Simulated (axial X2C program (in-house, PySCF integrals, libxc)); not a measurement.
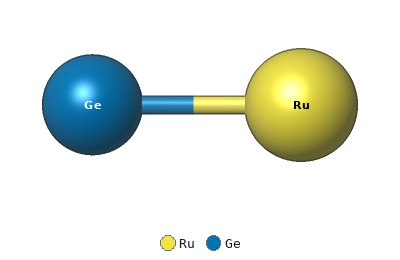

*The molecule at the reference distance of 2.196 Å.*

Relativistic diatomic calculation for RuGe⁺

- system: RuGe⁺. The reference is closed-shell RuGe; the roots are the vertical energies to take an electron from it, which leaves states of RuGe⁺. The distance is the PBE0 minimum at charge 0.
- method: EOM-IP-CCSD, two-component X2C with atomic mean-field Coulomb and Gaunt terms, Ru dyall-cv3z, Ge dyall-cv3z (cores contracted) (axial X2C program (in-house, PySCF integrals, libxc))

Output:
```
two-component X2C + atomic mean field  HF
basis functions 258  fitting functions 1286  grid points 5799
iter        total energy     max residual
   1      -6622.481892995     3.55e-01
   2      -6622.520792793     6.49e-03
   3      -6622.522870594     7.94e-03
   4      -6622.524558405     4.58e-03
   5      -6622.526323880     2.86e-03
   6      -6622.527961228     2.95e-03
   7      -6622.529500058     3.01e-03
   8      -6622.528819506     2.99e-03
   9      -6622.526278961     2.82e-03
  10      -6622.518856481     1.97e-03
  11      -6622.522209363     2.36e-03
  12      -6622.523476418     2.43e-03
  13      -6622.521552906     2.47e-03
  14      -6622.513975429     2.45e-03
  15      -6622.513387677     1.59e-03
  16      -6622.513092871     1.69e-03
  17      -6622.513751367     1.59e-03
  18      -6622.513163356     2.25e-03
  19      -6622.511472716     2.19e-03
  20      -6622.510117260     2.38e-03
  21      -6622.516705922     1.54e-03
  22      -6622.517418257     1.58e-03
  23      -6622.481892995     4.45e-01
  24      -6622.520805782     1.06e-02
  25      -6622.522956729     3.84e-02
  26      -6622.526358339     3.77e-02
  27      -6622.530902235     1.36e-02
  28      -6622.534753855     6.45e-02
  29      -6622.539865334     3.36e-02
  30      -6622.541556482     1.26e-02
  31      -6622.542356075     3.61e-03
  32      -6622.542613283     7.05e-03
  33      -6622.543386167     6.45e-03
  34      -6622.543615946     2.27e-03
  35      -6622.543745143     1.05e-03
  36      -6622.543786155     1.74e-03
  37      -6622.543809366     5.23e-04
  38      -6622.543821965     3.60e-04
  39      -6622.543832114     6.26e-04
  40      -6622.543840003     5.14e-04
  41      -6622.543845709     2.40e-04
  42      -6622.543848564     1.55e-04
  43      -6622.543849838     1.39e-04
  44      -6622.543850395     6.44e-05
  45      -6622.543850587     1.94e-05
  46      -6622.543850621     1.28e-05
  47      -6622.543850625     4.88e-06
  48      -6622.543850625     1.15e-06
converged
one-electron -9844.33152779  Coulomb 3096.43587207  exact exchange -210.97869049  xc functional 0.00000000  nuclear repulsion 339.29030646  atomic mean-field constant -2.95981088
correlated 12  virtual 328  natural virtual 94  E(MP2) -0.430598697  MP2 remainder -0.026762263
iter   CCSD correlation   residual
   1     -0.349265006   3.62e-01
   2     -0.377053407   2.39e-01
   3     -0.390125741   1.02e-01
   4     -0.396821042   7.30e-02
   5     -0.402626020   4.55e-02
   6     -0.404596927   2.44e-02
   7     -0.405515768   1.44e-02
   8     -0.406133298   7.73e-03
   9     -0.406140420   4.31e-03
  10     -0.406306832   2.41e-03
  11     -0.406247134   1.24e-03
  12     -0.406272999   6.78e-04
  13     -0.406266232   4.56e-04
  14     -0.406257894   2.83e-04
  15     -0.406258515   1.79e-04
  16     -0.406256452   1.09e-04
  17     -0.406254878   6.11e-05
  18     -0.406255159   3.65e-05
  19     -0.406254590   2.30e-05
  20     -0.406255128   1.45e-05
  21     -0.406255168   1.01e-05
  22     -0.406255198   6.56e-06
  23     -0.406255307   3.89e-06
  24     -0.406255230   2.57e-06
  25     -0.406255186   1.75e-06
  26     -0.406255150   1.18e-06
  27     -0.406255117   7.25e-07
  28     -0.406255127   4.25e-07
(T) -0.032884466618578696  T1 0.1836  D1 0.3907  max T2 0.080
EOM-IP-CCSD roots
2*Omega      energy/Eh   energy/eV  one-particle weight
    1       0.29188250      7.9425      0.943
    1       0.30126831      8.1979      0.889
    1       0.39811975     10.8334      0.001
    1       0.42596815     11.5912      0.002
    3       0.23368200      6.3588      0.854
    3       0.29281257      7.9678      0.891
    3       0.38843533     10.5699      0.001
    5       0.22772718      6.1968      0.850
```

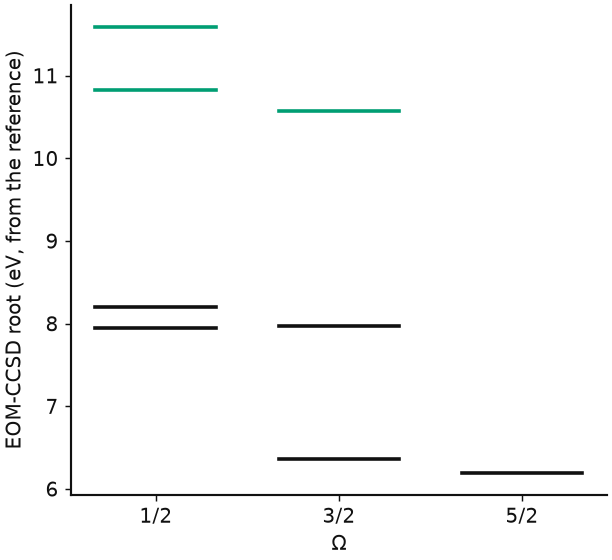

*EOM-CCSD roots by Ω at 2.20 Å; roots whose one-particle weight is under 0.8 have the second colour.*

The lowest has Ω = 5/2 and lies at 6.197 eV, with one-particle weight 0.85. 3 of the 8 roots are less well described at this level.

Input:
```
{"zs": [44, 32], "q": 1, "bas": ["dyall-cv3z", "dyall-cv3z"], "r0": 2.46, "eom": "ip", "rq": 0, "thr": -1.0, "nmax": 95, "grid": [1, 0.96, 1.045, 0.92, 1.09, 1.15]}
```

The line is the task of a batch: nuclear charges, charge, bases, a first guess of the distance and further settings. This report covers the levels named above. The log is that of the reference distance 2.196 Å.

Launched within a batch (the task file carries these settings):
```bash
python <driver script> task.json out
```

Results in brief:

- outcome: converged
- HF energy of the reference RuGe: −6622.54385 hartree
- MP2 energy of the reference RuGe: −6622.97445 hartree
- CCSD energy of the reference RuGe (with the MP2 share of the virtual spinors left out of the coupled-cluster step): −6622.97687 hartree
- CCSD(T) energy of the reference RuGe: −6623.00975 hartree
- T1 diagnostic (spinor form; for a closed shell √2 times the usual value): 0.184
- hardware: 1 thread of Arm Neoverse N1, 16 GiB of memory available, shared host
- wall time: 30 s
- peak memory: 0.82 GiB
